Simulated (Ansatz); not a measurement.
# What Ba3PbO (Pm-3m) distorts into, part 2 of 2

Which phase does Ba3PbO (Pm-3m) fall into along its unstable mode, and how much energy does it gain?

Ansatz 0.2.0; DFT PBEsol, scalar-relativistic, plane waves, PAW; PAW set soft_1.

So far, highest frequency on the path or at a solved wavevector (cm⁻¹): step 2 (phonons on a q mesh) 284. Also lowest frequency on the path (cm⁻¹): step 2 -14.1.

**5. Energy along the mode, all amplitudes (two of the runs are shown above)**

An imaginary frequency means negative curvature, so the energy should fall and then rise again as anharmonic terms take over.

This step gave:

* depth at the lowest point sampled: 0.345 meV/atom
* largest atomic shift at that point: 0.14 Å

The energy from the parent by largest atomic shift:

```csv
largest atomic shift (Å),energy from the parent (meV/atom)
0.000,0
0.040,-0.049
0.080,-0.172
0.140,-0.345
0.220,0.064
0.320,3.56
0.450,18.9
```

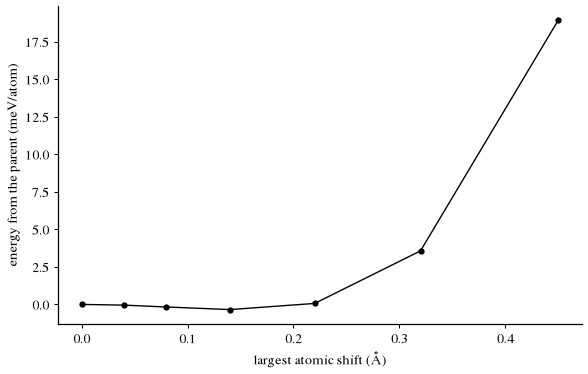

Energy from the parent, plotted against largest atomic shift.

Displacement at unit largest shift by atom:

```csv
atom,x (Å),y (Å),z (Å),size
Ba1,0.000,0.707,-0.707,1.000
Ba2,0.000,-0.707,0.707,1.000
Ba3,0.707,0.000,0.707,1.000
Ba4,-0.707,0.000,-0.707,1.000
Ba5,-0.707,-0.707,0.000,1.000
Ba6,0.707,0.707,0.000,1.000
Pb7,0.000,0.000,0.000,0.000
Pb8,0.000,0.000,0.000,0.000
O9,0.000,0.000,0.000,0.000
O10,0.000,0.000,0.000,0.000
```

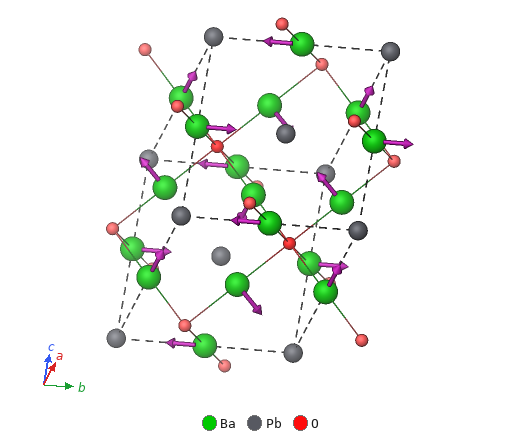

Displacement at unit largest shift as arrows, the longest 1.000 Å. Some periodic images of atoms are drawn too.

The lowest of the steps tried is at 0.14 Å, 0.345 meV/atom below the parent; the bottom of the well need not coincide with a step.

**6. Relaxation from the frozen mode**

Starting from the lowest point found, all atoms and the cell are let go, so that strain and other modes of the same symmetry can join in.

input.yaml reads:

```yaml
crystal:
  lattice:
    - [5.4137135094, 5.4137135094, 0.0]
    - [5.4137135094, 0.0, 5.4137135094]
    - [5.4137135094, 0.0, -5.4137135094]
  atoms:
    - { symbol: Ba, position: [0.5182859601, -0.0182859601, 0.5] }
    - { symbol: Ba, position: [0.4817140399, 0.5182859601, 0.0] }
    - { symbol: Ba, position: [0.0, 0.0182859601, 0.5] }
    - { symbol: Ba, position: [0.0, 0.4817140399, 0.0] }
    - { symbol: Ba, position: [0.4817140399, 0.5, 0.5] }
    - { symbol: Ba, position: [0.5182859601, 0.0, 0.0] }
    - { symbol: Pb, position: [0.0, 0.5, 0.5] }
    - { symbol: Pb, position: [0.0, 0.0, 0.0] }
    - { symbol: O, position: [0.5, 0.25, 0.75] }
    - { symbol: O, position: [0.5, 0.75, 0.25] }
kpoints:
  mp_grid: { grid: [8, 8, 8] }
hamiltonian:
  xc: pbesol
  pseudopotentials: { kind: paw, azcp: { folder: soft_1 }, xc_functional: pbe }
scf:
  occupations: { method: methfessel_paxton, width: 0.2 }
output:
  forces: true
  stress: true
  eigenvalues: true
relax:
  adjacent_minimum: "off"
  f_tol: 0.002
  max_steps: 120
  cell: { stress_tol: 0.03 }
```

The run is started by

```sh
$ ansatz run input.yaml --threads 4 --pin off --max-ram 10240MiB --backend cpu --events-out ev --progress --plain --runs-dir out
```

Numbers of over 12 decimals in the logs are rounded to 6 here.

What it wrote:

```text
[...]
Crystal: 10 atoms, lattice volume = 317.333 Å³
Basis set: ecut = 420 eV, 6183 PW (Γ), exchange–correlation on 108×108×108 points (8 copies of the dense FFT grid, shifted against one another)
Bands: 60, of which v1, the nominal top of the filled ones, is band 50 counted from 1 (49 counted from 0)
Symmetry: 12 space group operations
[...]
k-points: 65 of 512
[...]
SCF iter   1: F=—  HF=-59829.232389 eV  |F-HF|=—  |Δ(HF+E_count)|=         —  Δρ=9.59e-2  dr2=3.54e1  ethr=3.10e-3  ⟨swp⟩=12.4  Hψ=21150  notcnv=0
[...]
SCF iter   9: F=-59821.956883 eV  HF=-59821.956883 eV  |F-HF|=3.45e-8  |Δ(HF+E_count)|=   1.21e-6  S|Δr|=    0.00e0  Δρ=4.89e-6  dr2=8.01e-8  ethr=1.00e-10  ⟨swp⟩=12.7  Hψ=21963  notcnv=0
SCF 1 converged in 9 iterations: F = -59821.956883 eV  dr2 = 8.01e-8
[...]
relax step   1: F+E_penalty+E_count = -59821.95688266 eV  Δ(F+E_penalty+E_count) = +0.000e0 eV  max|allowed force component| = 2.143e-3 eV/Å  Δτ_max = 0.0000 Å  P = +0.013 GPa  Ω = 317.333 Å³  (9 SCF iters, dr2 threshold 1.00e-7 eV, accepted)
Crystal: 10 atoms, lattice volume = 317.498 Å³
[...]
SCF iter   6: F=-59821.956889 eV  HF=-59821.956889 eV  |F-HF|=1.60e-10  |Δ(HF+E_count)|=  2.84e-10  S|Δr|=    0.00e0  Δρ=3.72e-7  dr2=7.72e-10  ethr=2.96e-12  ⟨swp⟩=5.0  Hψ=12417  notcnv=0
SCF 2 converged in 6 iterations: F = -59821.956889 eV  dr2 = 7.72e-10
relax step   2: F+E_penalty+E_count = -59821.95688877 eV  Δ(F+E_penalty+E_count) = -6.114e-6 eV  max|allowed force component| = 2.154e-3 eV/Å  Δτ_max = 0.0020 Å  P = -0.007 GPa  Ω = 317.498 Å³  energy of the carried Pulay correction = -7.683e-5 eV  (6 SCF iters, dr2 threshold 2.96e-9 eV, accepted)
Crystal: 10 atoms, lattice volume = 317.460 Å³
[...]
SCF iter   6: F=-59821.956941 eV  HF=-59821.956941 eV  |F-HF|=1.16e-10  |Δ(HF+E_count)|=  1.31e-10  S|Δr|=    0.00e0  Δρ=1.70e-7  dr2=2.31e-10  ethr=1.00e-12  ⟨swp⟩=5.0  Hψ=13896  notcnv=0
SCF 3 converged in 6 iterations: F = -59821.956941 eV  dr2 = 2.31e-10
relax step   3: F+E_penalty+E_count = -59821.95694137 eV  Δ(F+E_penalty+E_count) = -5.259e-5 eV  max|allowed force component| = 1.929e-3 eV/Å  Δτ_max = 0.0020 Å  P = -0.003 GPa  Ω = 317.460 Å³  energy of the carried Pulay correction = -5.929e-5 eV  (6 SCF iters, dr2 threshold 2.90e-10 eV, accepted)
[...]
relax step   4: F+E_penalty+E_count = -59821.95690665 eV  Δ(F+E_penalty+E_count) = +3.472e-5 eV  max|allowed force component| = 1.021e-3 eV/Å  Δτ_max = 0.0201 Å  P = -0.029 GPa  Ω = 317.681 Å³  energy of the carried Pulay correction = -1.623e-4 eV  (9 SCF iters, accepted)
[...]
relax step   5: F+E_penalty+E_count = -59821.95706264 eV  Δ(F+E_penalty+E_count) = -1.560e-4 eV  max|allowed force component| = 2.466e-4 eV/Å  Δτ_max = 0.0043 Å  P = -0.001 GPa  Ω = 317.457 Å³  energy of the carried Pulay correction = -5.783e-5 eV  (6 SCF iters, dr2 threshold 5.68e-9 eV, accepted)
[...]
SCF iter   6: F=-59821.957116 eV  HF=-59821.957116 eV  |F-HF|=7.28e-12  |Δ(HF+E_count)|=  2.18e-11  S|Δr|=    0.00e0  Δρ=3.62e-8  dr2=6.21e-12  ethr=1.00e-12  ⟨swp⟩=5.1  Hψ=11984  notcnv=0
SCF 6 converged in 6 iterations: F = -59821.957116 eV  dr2 = 6.21e-12
relax step   6: F+E_penalty+E_count = -59821.95711588 eV  Δ(F+E_penalty+E_count) = -5.324e-5 eV  max|allowed force component| = 2.463e-4 eV/Å  Δτ_max = 0.0000 Å  P = -0.001 GPa  Ω = 317.457 Å³  stress off target by 2.20e-3 GPa  SCF on the basis re-selected at this cell (its energy is not comparable with the rows above)  (6 SCF iters)
basis re-selected at this cell: Δ(F+E_penalty+E_count) = -5.324e-5 eV, ΔP = +0.000 GPa vs the last step (what re-selecting the basis moved, of the pressure what is left beyond the Pulay correction that the steps carried, after the strain that the cell walked since its last selection, with what the two solves' SCF thresholds leave and, on support functions, any second-order correction that the steps lacked; it is no m [...]
SCF converged after 6 iterations
[...]
Free energy (F): -59821.957116 eV
[...]
Internal energy: -59821.968468 eV  (E = F + TS)
E sigma→0 (E₀):  -59821.959954 eV
Entropy (-TS):   0.011353 eV (1.135 meV/atom)
Fermi energy:    9.715053 eV
[...]
--- Forces (eV/Å), atoms counted from 1 ---
  atom   1  Ba    -0.00000000    -0.00024632     0.00024632
  atom   2  Ba     0.00000000     0.00024632    -0.00024632
  atom   3  Ba    -0.00024632     0.00000000    -0.00024632
  atom   4  Ba     0.00024632    -0.00000000     0.00024632
  atom   5  Ba     0.00024632     0.00024632     0.00000000
  atom   6  Ba    -0.00024632    -0.00024632    -0.00000000
  atom   7  Pb    -0.00000000     0.00000000    -0.00000000
  atom   8  Pb     0.00000000    -0.00000000     0.00000000
  atom   9  O     -0.00000000     0.00000000     0.00000000
  atom  10  O      0.00000000    -0.00000000    -0.00000000
  max |Σ_I F_I| component: 1.23e-18 eV/Å
--- Stress (GPa, compression-positive) ---
       -0.000718       0.000741       0.000741
        0.000741      -0.000718      -0.000741
        0.000741      -0.000741      -0.000718
  P = ⅓ Tr σ = -0.0007 GPa (-0.007 kbar)
--- Band table (eV; the first three rows and the last of 65) ---
  k-point 0: bands = [... 46 lower, 9.6014, 9.6014, 9.6316, 9.8743, 9.9270, 9.9270, 10.1582, 10.2087, ... 6 higher]
  k-point 1: bands = [... 46 lower, 9.4072, 9.4178, 9.5204, 9.5204, 9.9346, 9.9346, 10.1861, 10.4505, ... 6 higher]
  k-point 2: bands = [... 46 lower, 9.2206, 9.2206, 9.3363, 9.3363, 10.0742, 10.0742, 10.4724, 10.9074, ... 6 higher]
  k-point 64: bands = [... 46 lower, 8.5529, 8.6841, 8.7120, 9.1822, 10.5071, 10.9386, 11.0280, 11.3594, ... 6 higher]
--- Relaxed structure (5 steps of the walk, 5 accepted, 1 SCFs on fresh bases) ---
  F+E_penalty+E_count = -59821.95711588 eV   max|allowed force component| = 2.463e-4 eV/Å   (the final SCF, on the basis selected at the relaxed cell)
  cell:  # Å, volume = 317.4572 Å³
    - [5.417039, 5.417039, -4.336808689942018e-19]
    - [5.417039, 0.0, 5.417039]
    - [5.411799, 0.00524023, -5.411799]
  atoms:
    - { symbol: Ba, position: [0.520862, -0.020862, 0.5] }
    - { symbol: Ba, position: [0.479138, 0.520862, 0.0] }
    - { symbol: Ba, position: [0, 0.020862, 0.500000] }
    - { symbol: Ba, position: [1.6263032587282567e-19, 0.479138, 0.0] }
    - { symbol: Ba, position: [0.479138, 0.5, 0.500000] }
    - { symbol: Ba, position: [0.520862, -1.1724305538746894e-19, 1.1747032783646425e-19] }
    - { symbol: Pb, position: [0, 0.5, 0.500000] }
    - { symbol: Pb, position: [0, 0, 0] }
    - { symbol: O, position: [0.5, 0.25, 0.750000] }
    - { symbol: O, position: [0.5, 0.750000, 0.250000] }
```

Elapsed: 2.6 min, on 4 threads of Arm Neoverse V1, shared host; peak memory 1.4 GiB.

Relaxation path:

```
step  energy less that of the first step (eV)  largest force component (eV/Å)  pressure (GPa)  volume (Å³)
   1                                   0.0000                          0.0021            0.01       317.33
   2                                   0.0000                          0.0022           -0.01       317.50
   3                                  -0.0001                          0.0019            0.00       317.46
   4                                   0.0000                          0.0010           -0.03       317.68
   5                                  -0.0002                          0.0002            0.00       317.46
  6*                                  -0.0002                          0.0002            0.00       317.46
```

Relaxation steps marked * repeat the geometry before them on a plane-wave basis chosen anew for their cell, so energy and pressure can jump there.

The run keeps the 12 symmetry operations that it works with, so distortions that break them were not tested.

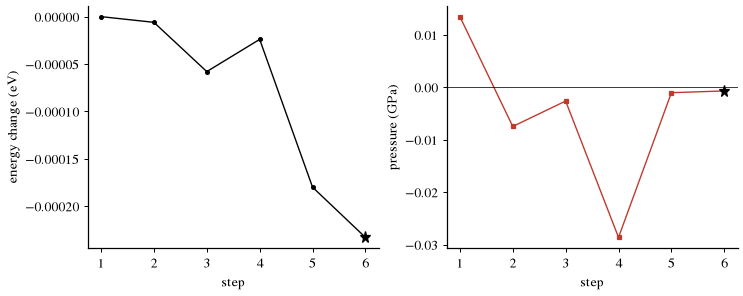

Energy and pressure along the relaxation. Stars mark steps on a basis chosen anew.

```
conventional cell, symmetrised  before   after  change
                         a (Å)   7.656   7.661  +0.1 %
                         b (Å)   7.656   7.661  +0.1 %
                         c (Å)  18.754  18.738  -0.1 %
              volume (Å³/atom)   31.73   31.75  +0.0 %
```

The atoms that moved most (Å, as changes of fractional coordinates times the final cell):

```
atom      dx      dy      dz  length
 Ba6   0.014   0.014   0.000   0.020
 Ba2   0.000  -0.014   0.014   0.020
 Ba3   0.014   0.000   0.014   0.020
 Ba5  -0.014  -0.014   0.000   0.020
 Ba4  -0.014   0.000  -0.014   0.020
 Ba1   0.000   0.014  -0.014   0.020
```

Numbers from this step:

| Quantity | Value |
| --- | --- |
| pressure | -7.18e-4 GPa |
| volume per atom | 31.75 Å³ |

The distorted start has space group R-3c; the relaxation ends in R-3c.

**7. The new phase in its own primitive cell**

The relaxed structure is symmetrised, reduced to its primitive cell and relaxed tightly, as its phonons need.

input.yaml, the sections that differ from step 6:

```yaml
crystal:
  lattice:
    - [3.8304250172, 2.2114969148, 6.2459815107]
    - [-3.8304250172, 2.2114969148, 6.2459815107]
    - [0.0, -4.4229938296, 6.2459815107]
  atoms:
    - { symbol: Ba, position: [0.25, 0.770861918, 0.729138082] }
    - { symbol: Ba, position: [0.75, 0.229138082, 0.270861918] }
    - { symbol: Ba, position: [0.770861918, 0.729138082, 0.25] }
    - { symbol: Ba, position: [0.229138082, 0.270861918, 0.75] }
    - { symbol: Ba, position: [0.729138082, 0.25, 0.770861918] }
    - { symbol: Ba, position: [0.270861918, 0.75, 0.229138082] }
    - { symbol: Pb, position: [0.25, 0.25, 0.25] }
    - { symbol: Pb, position: [0.75, 0.75, 0.75] }
    - { symbol: O, position: [0.5, 0.5, 0.5] }
    - { symbol: O, position: [0.0, 0.0, 0.0] }
kpoints:
  mp_grid: { grid: [6, 6, 6] }
relax:
  adjacent_minimum: "off"
  f_tol: 0.001
  max_steps: 60
  cell: { stress_tol: 0.01 }
# hamiltonian, scf, output: as in step 6
```

What it wrote:

```text
[...]
Crystal: 10 atoms, lattice volume = 317.457 Å³
Basis set: ecut = 420 eV, 6183 PW (Γ), exchange–correlation on 108×108×108 points (8 copies of the dense FFT grid, shifted against one another)
Bands: 60, of which v1, the nominal top of the filled ones, is band 50 counted from 1 (49 counted from 0)
Symmetry: 12 space group operations
[...]
k-points: 32 of 216
[...]
- { symbol: Ba, position: [0.770862, 0.729138, 0.250000] }
    - { symbol: Ba, position: [0.229138, 0.270862, 0.750000] }
    - { symbol: Ba, position: [0.729138, 0.250000, 0.770862] }
    - { symbol: Ba, position: [0.270862, 0.75, 0.229138] }
    - { symbol: Pb, position: [0.250000, 0.250000, 0.250000] }
    - { symbol: Pb, position: [0.750000, 0.750000, 0.750000] }
    - { symbol: O, position: [0.500000, 0.500000, 0.500000] }
    - { symbol: O, position: [0.0, 0.0, 0.0] }
[key lines of the parts left out:]
SCF converged after 6 iterations
Free energy (F): -59821.957000 eV
Fermi energy:    9.729527 eV
P = ⅓ Tr σ = 0.0026 GPa (0.026 kbar)
```

The job ended after 30 s (4 threads; peak memory 1.1 GiB).

Little changed from the start: no atom moved by 0.005 Å and no cell edge by 0.1 %.

This step gave:

```
pressure : 0.002595 GPa
```

The largest force component left is 0.25 meV/Å and the pressure is 0.003 GPa, within the tolerances set. The cell now holds 31.75 Å³/atom.

**8. Modes of the new phase, k-mesh 6×6×6**

A relaxed structure may still be a saddle point, so its zone-centre modes are computed. No field response is asked, since the mesh shows no gap.

input.yaml: that of step 7 with these lines changed.

```diff
@@ -24,9 +24,4 @@
 output:
-  forces: true
-  stress: true
   eigenvalues: true
-relax:
-  adjacent_minimum: "off"
-  f_tol: 0.001
-  max_steps: 60
-  cell: { stress_tol: 0.01 }
+phonons:
+  method: dfpt
```

What it wrote:

```text
[...]
Crystal: 10 atoms, lattice volume = 317.457 Å³
Basis set: ecut = 420 eV, 6183 PW (Γ), exchange–correlation on 108×108×108 points (8 copies of the dense FFT grid, shifted against one another)
Bands: 60, of which v1, the nominal top of the filled ones, is band 50 counted from 1 (49 counted from 0)
Symmetry: 12 space group operations
k-points: 112 of 216 (irreducible under 1 space group operation, time reversal used)
[...]
SCF iter   1: F=—  HF=-59829.246989 eV  |F-HF|=—  |Δ(HF+E_count)|=         —  Δρ=9.60e-2  dr2=3.56e1  ethr=3.10e-3  ⟨swp⟩=12.5  Hψ=37311  notcnv=0
[...]
SCF iter  12: F=-59821.957000 eV  HF=-59821.957000 eV  |F-HF|=2.91e-11  |Δ(HF+E_count)|=  1.46e-11  S|Δr|=    0.00e0  Δρ=1.16e-8  dr2=3.78e-13  ethr=1.00e-12  ⟨swp⟩=14.6  Hψ=34185  notcnv=0
SCF 1 converged in 12 iterations: F = -59821.957000 eV  dr2 = 3.78e-13
[...]
DFPT response loops at Γ: preconditioner auto → Kerker (q_TF=auto, 2.250 Å⁻¹) (partly filled bands, converged f_vac=0.000); β = 1.00, the filter's whole step (`scf.mixing.beta` (0.50) is not read by the response loops under this deck's `scf.mixing.preconditioner`; to damp them name `kerker` or `kerker_dos`, under which they read `scf.mixing.beta`, and type it under 1.00, their step now; both keys bind the ground state too); Broyden in place of MSR1
SCF converged after 12 iterations
[...]
Free energy (F): -59821.957000 eV
[...]
Internal energy: -59821.969169 eV  (E = F + TS)
E sigma→0 (E₀):  -59821.960042 eV
Entropy (-TS):   0.012169 eV (1.217 meV/atom)
Fermi energy:    9.729527 eV
[...]
--- Band table (eV; the first three rows and the last of 112) ---
  k-point 0: bands = [... 46 lower, 9.6017, 9.6017, 9.6322, 9.8739, 9.9270, 9.9270, 10.1589, 10.2096, ... 6 higher]
  k-point 1: bands = [... 46 lower, 9.3444, 9.3699, 9.4573, 9.4978, 9.9243, 9.9255, 10.2459, 10.5812, ... 6 higher]
  k-point 2: bands = [... 46 lower, 9.0965, 9.1234, 9.2307, 9.2596, 10.1946, 10.2031, 10.7243, 11.0452, ... 6 higher]
  k-point 111: bands = [... 46 lower, 9.0900, 9.0900, 9.0900, 9.0900, 10.6686, 10.6686, 10.6686, 10.6686, ... 6 higher]
--- Phonons (Γ-DFPT): 6 representative perturbations + reference, on 112 of 216 k-points (Σ response iterations 24) ---
  k mesh reduced under 1 symmetry operation, with k and −k counted as one. Each operation leaves every solved perturbation unchanged. A smaller set is not used because it would not reduce the number of displacements times k-points to solve
  ASR residual: 2.040e-5 → 0.000e0 eV/Å²; symmetrization residual: 1.123e-5 eV/Å²
  ASR residual per site (eV/Å²): 9.99e-6 9.99e-6 9.99e-6 9.99e-6 9.99e-6 9.99e-6 1.78e-5 1.78e-5 2.04e-5 2.04e-5
  Γ frequencies (cm⁻¹): 0.00 0.00 0.00 3.58 3.58 21.03 42.57 42.57 49.25 49.95 52.38 52.38 53.20 53.20 53.57 57.21 57.21 96.74 99.10 99.10 105.28 106.77 106.77 153.49 153.93 153.94 153.94 278.52 279.15 279.15
  non-analytic LO–TO correction: not included (Born effective charges unavailable; polar crystals: no LO–TO splitting at Γ)
```

Run time: 13 min. Hardware: 4 threads; peak memory 7.4 GiB; 53 min of CPU time.

This step gave:

```yaml
sum_rule_residual_before_enforcement: 2.04e-5 eV/Å²
point_group: -3m
highest_optical_mode_at_the_zone_centre_no_lo_to_term: 279.1 cm⁻¹
lowest_optical_zone_centre_mode: 3.58 cm⁻¹
```

Patterns of degenerate modes are one choice out of their space. The modes at Γ (shares of kinetic energy by element, %):

```csv
mode,frequency (cm⁻¹),symmetry,Ba %,Pb %,O %
1,0.0,acoustic,65,33,3
2,0.0,acoustic,65,33,3
3,0.0,acoustic,65,33,3
4,3.6,Eg,100,0,0
5,3.6,Eg,100,0,0
6,21.0,A1g,100,0,0
7,42.6,Eu,99,1,0
8,42.6,Eu,99,1,0
9,49.2,A1u,100,0,0
10,50.0,A2g,1,99,0
11,52.4,Eg,38,62,0
12,52.4,Eg,38,62,0
13,53.2,Eg,64,36,0
14,53.2,Eg,64,36,0
15,53.6,A2u,33,67,0
16,57.2,Eu,34,66,0
17,57.2,Eu,34,66,0
18,96.7,A2g,99,1,0
19,99.1,Eg,98,2,0
20,99.1,Eg,98,2,0
21,105.3,A2u,98,0,2
22,106.8,Eu,97,0,2
23,106.8,Eu,97,0,2
24,153.5,A2g,100,0,0
25,153.9,not assigned,5,0,95
26,153.9,not assigned,5,0,95
27,153.9,not assigned,5,0,95
28,278.5,A1u,0,0,100
29,279.1,Eu,0,0,100
30,279.1,Eu,0,0,100
```

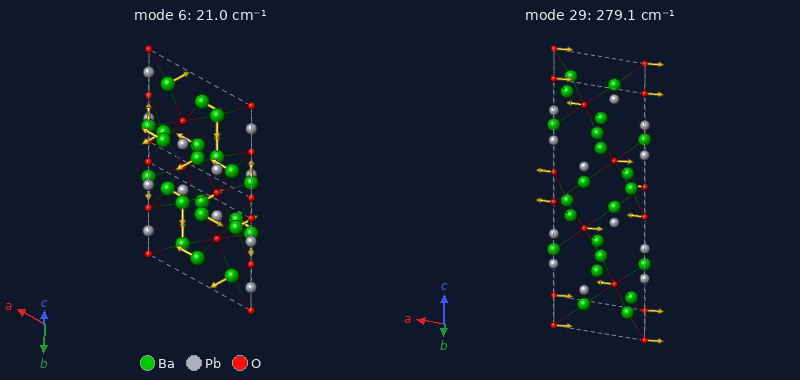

Displacement patterns of modes 6 and 29 at Γ; arrows are exaggerated. Bonds to atoms that aren't drawn are left out. Some periodic images of atoms are drawn too.

Before it was imposed, the acoustic sum rule was missed by 2.0e-5 eV/Å². Small misses are needed for a sound result but don't prove that mesh and cutoff are converged. The lowest optical mode is real, 3.6 cm⁻¹.

**9. What came out**

- unstable mode of the parent: q = (-0.5, -0.5, -0.5), 14i cm⁻¹
- depth at the lowest point sampled: 0.345 meV/atom
- largest atomic shift at that point: 0.14 Å
- space group reached (within 0.01 Å): R-3c
- energy gained over the parent (first relaxation, on the mesh of the frozen mode): 0.356 meV/atom
- volume per atom, phase reached: 31.7 Å³
- lowest optical zone-centre mode, phase reached: 3.6 cm⁻¹
- highest optical mode at the zone centre (no LO-TO term), phase reached: 279 cm⁻¹

**Reading.** Along this mode the structure falls into R-3c, 0.356 meV/atom below the parent. At the parent's cell the well is 0.345 meV/atom deep on the steps tried, with its lowest point at a shift of 0.14 Å. Relaxing atoms and cell changes the gain by +0.01 meV/atom against the lowest step (energies at zero smearing). The new phase has no imaginary mode at the zone centre of its cell; other wavevectors were not checked. How so shallow a well moves with the k mesh was not tested. Each path keeps the symmetry of its pattern, so a lower phase may lie along a pattern not tried. With no gap, or one that is small against the smearing, the frequencies hang on the k mesh and the smearing, most of all near Kohn anomalies. An optical mode within 15 cm⁻¹ of zero is at the mercy of small errors in the force constants, and even its sign is uncertain. Spin-orbit coupling is left out, which can matter for the heavy elements here. The PAW files were made for PBE and serve the other functionals too. A phonon run warned that its eigensolver left some bands unconverged in a pass.

[Logs are printed without paths, hosts, clocks, repeated set-up lines and the standing remarks that a program may print on its own settings, such as how far it seeks lower states.]

[Hosts, paths, dates, database ids (printed as entryN), source tags and the programs' standing remarks are cut or masked in the printed files.]
